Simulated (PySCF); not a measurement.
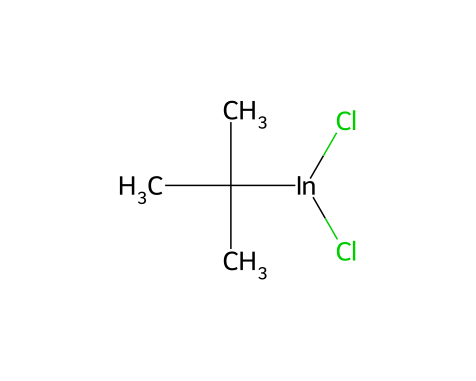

Structural formula above. Computed geometry: PBE0-D3(BJ)/def2-SVP optimisation. No frequency run is at hand to confirm it as a minimum.

What does the molecule look like in three dimensions?

Formula C₄H₉Cl₂In. SMILES: `C[C](C)(C)[In]([Cl])[Cl]`. Coordination: 1 In trigonal planar; 4 C tetrahedral.

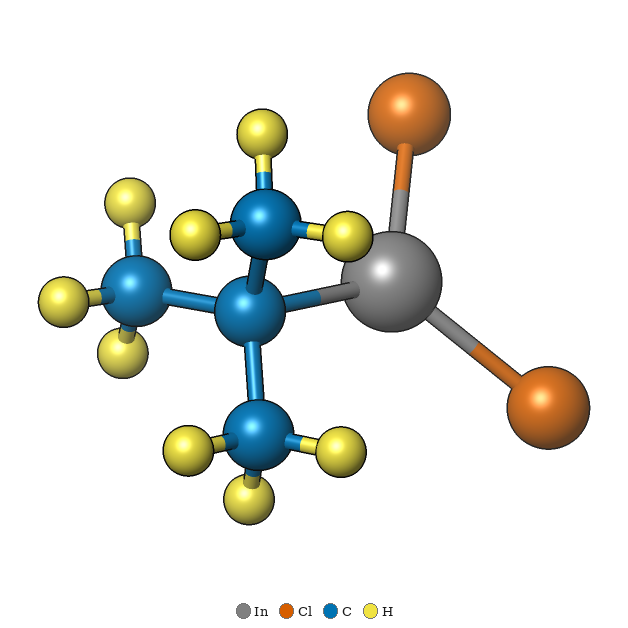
